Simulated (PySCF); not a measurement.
SMILES [CH2]([In]([F])[CH2]CC)CC (C6H14FIn) at its GFN2-xTB optimised geometry (Å):

```
22

In    -0.2520    -0.0003     0.0000
F      1.7507    -0.0003     0.0000
C     -0.9619    -2.1759    -0.0017
C      0.2024    -3.1020     0.2811
C     -0.2374    -4.5654     0.2348
H     -1.3966    -2.3625    -0.9847
H     -1.7432    -2.2578     0.7547
H      0.9931    -2.9375    -0.4573
H      0.6219    -2.8814     1.2679
H     -1.0130    -4.7544     0.9750
H      0.6049    -5.2211     0.4429
H     -0.6335    -4.8142    -0.7480
C     -0.9637     2.1747     0.0000
C      0.1970     3.1017    -0.2946
C     -0.2453     4.5644    -0.2508
H     -1.3913     2.3643     0.9855
H     -1.7507     2.2529    -0.7509
H      0.9930     2.9414     0.4390
H      0.6101     2.8782    -1.2835
H     -1.0256     4.7493    -0.9872
H      0.5944     5.2211    -0.4662
H     -0.6363     4.8158     0.7333
```

Method: CAM-B3LYP/def2-SVP, def2 effective core potentials past Kr (PySCF). The core electrons that the potentials of In replace are not part of the density.

Map of the electron localisation function on the plane z = 1.5 Å:

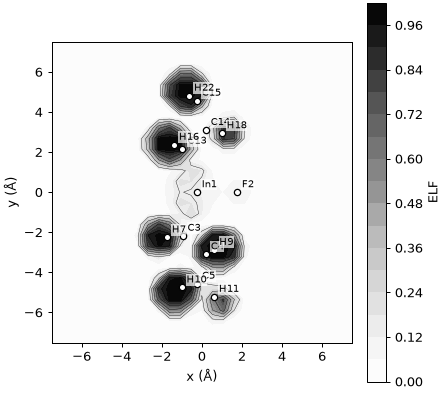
Figure: Electron localisation function on the plane z = 1.5 Å.
